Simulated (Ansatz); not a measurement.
**BFH6O2Si2 (SMILES FBO[SiH2]O[SiH3]): density, localisation and related maps**

The calculation's input:

```
crystal:
  periodic: [false, false, false]
  atoms:
    - {symbol: B, position_ang: [1.653553, 0.041213, -3.886303]}
    - {symbol: F, position_ang: [1.195754, -1.064965, -4.467956]}
    - {symbol: O, position_ang: [1.261511, 0.350853, -2.640680]}
    - {symbol: O, position_ang: [0.176541, 0.720436, -0.236149]}
    - {symbol: Si, position_ang: [0.246145, -0.334051, -1.489663]}
    - {symbol: Si, position_ang: [0.889280, 2.043491, 0.479643]}
    - {symbol: H, position_ang: [2.417215, 0.747418, -4.495259]}
    - {symbol: H, position_ang: [0.836113, -1.623018, -1.043890]}
    - {symbol: H, position_ang: [-1.110765, -0.504387, -2.066757]}
    - {symbol: H, position_ang: [0.183474, 2.295292, 1.766336]}
    - {symbol: H, position_ang: [0.764248, 3.238123, -0.405077]}
    - {symbol: H, position_ang: [2.333374, 1.772392, 0.744655]}
basis:
  gaussian:
    orbitals: def2-SVPD
hamiltonian:
  xc: pbe0
output:
  forces: true
  orbitals: {seedname: orbitals}
```

Run with:

```sh
ansatz run input.yaml --threads 2 --pin off --max-ram 5220MiB --events-out events.jsonl --progress --plain --runs-dir runs
```

Geometry: PBE0-D4/def2-SVP.

Level of theory: isolated molecule in a Gaussian basis; Kohn-Sham density functional theory, functional PBE0 (Ansatz).

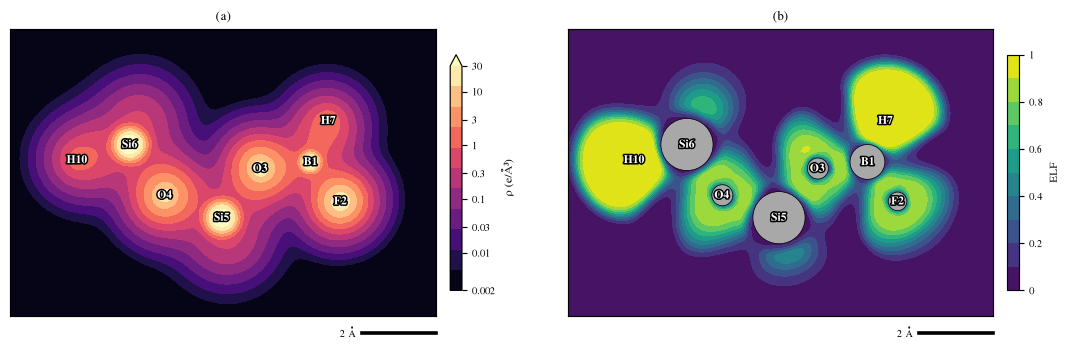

Figure 1. (a) total electron density; (b) electron localisation function on the plane of atoms F2, B1 and H7. Grey discs cover the atomic cores in the ELF map.

**What does the map show?**

- The section cuts through B, F, O, Si and H sites.
- B–F (1.33 Å): ρ at the midpoint is about 2.1 e/Å³; the ELF peaks at about 0.85 between the atoms, as expected for a polar covalent bond.
- B–O (1.34 Å): ρ is about 2.2 e/Å³ halfway; the ELF peaks at about 0.90 between the atoms; a polar covalent bond.
- Si–O (1.64 Å): ρ is about 1.1 e/Å³ halfway; the ELF peaks at about 0.85 between the atoms; a polar covalent bond.
- B–H (1.21 Å): the density is about 1.2 e/Å³ at the midpoint; the ELF climbs to about 1 towards the hydrogen, as it does in any bond to H (an ordinary covalent bond to hydrogen).
- Si–O (1.68 Å): ρ at the midpoint is about 1 e/Å³; the ELF peaks at about 0.90 between the atoms; a polar covalent bond.
- The ELF also peaks beside F2, O4 and O3, away from the bonds: lone-pair regions.

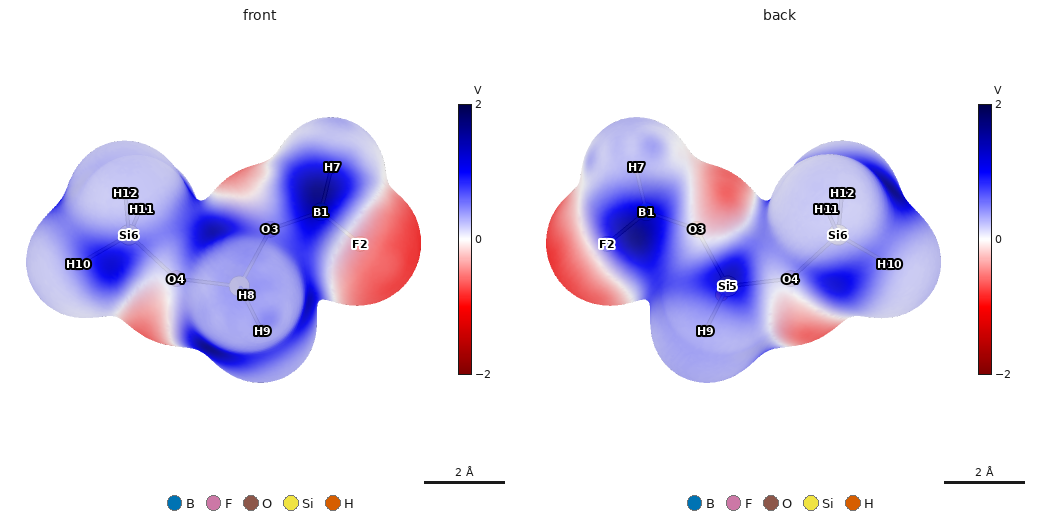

Figure 2. The molecular electrostatic potential painted on the density surface at 0.002 e/bohr³, seen from the front and from behind; the colour scale runs from red (negative) to blue (positive).

**Describe the electrostatic potential map.**

The most negative region (about −0.8 V, or −18 kcal/mol for a unit charge) lies over F2, the most positive (about +1.6 V, or +37 kcal/mol for a unit charge) over B1, Si5 and Si6.

**How polar is the molecule by this calculation?**

Its dipole moment is 0.98 D.

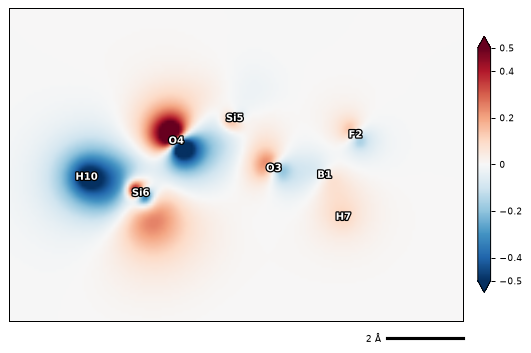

Figure 3. The HOMO−1 on the plane of atoms F2, B1 and O3 (values in Å⁻³ᐟ²; the overall sign is arbitrary).

**Where does this orbital lie, and at what energy?**

Its weight (Hirshfeld) is mainly on Si6 (about 30 %), O4 (about 25 %), H10 (about 25 %) and H11 (about 10 %). Its energy is −9.31 eV.
